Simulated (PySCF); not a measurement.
SMILES CC(=O)[SiH2]C[SeH] (C₃H₈OSeSi), GFN2-xTB optimised geometry. Atoms within 1.6 Å of the plane z = 1.5 Å (x, y, z in Å): C1 (1.71, 1.46, 0.00), C2 (0.21, 1.46, 0.00), O3 (-0.44, 2.48, 0.00), Si4 (-0.70, -0.24, -0.02), H7 (2.11, 2.47, 0.00), H8 (2.07, 0.93, 0.88), H10 (-2.11, -0.03, 0.29), H11 (-0.03, -1.16, 0.91).

Calculation: PBE0/def2-TZVP in PySCF.

Map of the electron localisation function on the plane z = 1.5 Å:

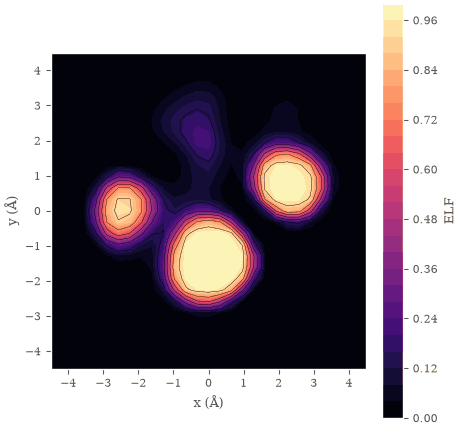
Fig. 1. Electron localisation function on the plane z = 1.5 Å.
